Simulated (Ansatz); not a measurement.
**F₃H₄NSi: a short trajectory**

The task is to watch the atoms for 80 steps of 0.75 fs, started with velocities for 300 K and run with a Langevin thermostat, and see to which side of the barrier the system falls.

Computed with Ansatz 0.2.0, Gaussian basis. Level: PBE0-D4/cc-pVDZ.

**1. The system as given**

The start, a first-order saddle point found at PBE0-D4 in triple zeta: 9 atoms, charge 0, spin multiplicity 1.

Atoms are counted from 1 here; the program's logs count them from 0.

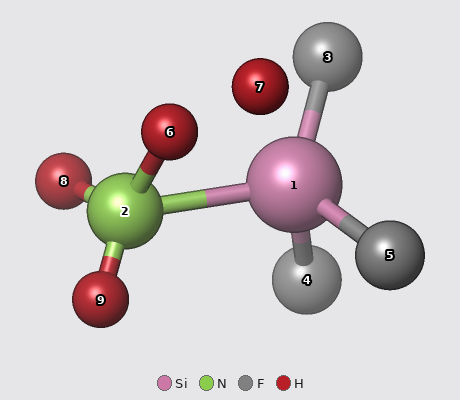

The starting geometry (silicon pink, nitrogen green, fluorine grey, hydrogen red); atoms are numbered from 1 in the order of the file.

Coordinates:

```xyz
9

Si   -0.5695   -0.3698   -0.3212
N     0.7982    0.7254    0.2168
F    -0.1312   -1.7468   -0.9779
F    -0.9391    0.4078   -1.6798
F    -1.9529   -0.1571    0.4277
H     0.6362   -0.2020    1.0590
H    -0.0108   -1.0653    1.1892
H     1.6260    0.7297   -0.3705
H     0.5431    1.6781    0.4567
```

**2. Dynamics**

File md/in.yaml:

```yaml
crystal:
  periodic: [false, false, false]
  atoms:
    - {symbol: Si, position_ang: [-0.569549, -0.369796, -0.321201]}
    - {symbol: N, position_ang: [0.798184, 0.725405, 0.216818]}
    - {symbol: F, position_ang: [-0.131241, -1.746842, -0.977944]}
    - {symbol: F, position_ang: [-0.939136, 0.407813, -1.679816]}
    - {symbol: F, position_ang: [-1.952861, -0.157093, 0.427729]}
    - {symbol: H, position_ang: [0.636228, -0.201991, 1.058997]}
    - {symbol: H, position_ang: [-0.010846, -1.065278, 1.189204]}
    - {symbol: H, position_ang: [1.626010, 0.729668, -0.370473]}
    - {symbol: H, position_ang: [0.543111, 1.678115, 0.456685]}
basis:
  gaussian: {orbitals: cc-pVDZ}
hamiltonian: {xc: pbe0, dispersion: d4}
md: {n_steps: 80, timestep: 0.75, temperature: 300, ensemble: nvt_langevin, seed: 252, friction: 0.01, initial_velocities: maxwell_boltzmann}
```

Launch:

```console
$ ansatz run in.yaml --threads 4 --pin off --events-out ev --progress --plain --max-ram 9574MiB
```

Q: Predict the outcome of this session. Wanted: temperature at the start; mean temperature, second half; lowest and highest potential energy, from the first frame; largest change of potential + kinetic.

The runs gave:

```
                                                 quantity              value
                                                   length  80 steps, 60.0 fs
                                 temperature at the start              267 K
                            mean temperature, second half              684 K
lowest and highest potential energy, from the first frame    -908 and 53 meV
                    largest change of potential + kinetic          371.7 meV
```

In words: By the last frame it has moved towards the side where Si1–H7, N2–H6 form. The system runs downhill by 0.91 eV, and that energy turns into motion. The thermostat trades energy with the molecule, so the sum of potential and kinetic energy isn't conserved: it changes by -260 meV over the run. The mean temperature of the second half is still well above the 300 K set. The instant temperature ranges from 244 to 996 K, as energy passes between motion and strain. Under Langevin the temperature counts 3N degrees of freedom, more than the drawn velocities fill, so it starts at 267 K, not 300 K.
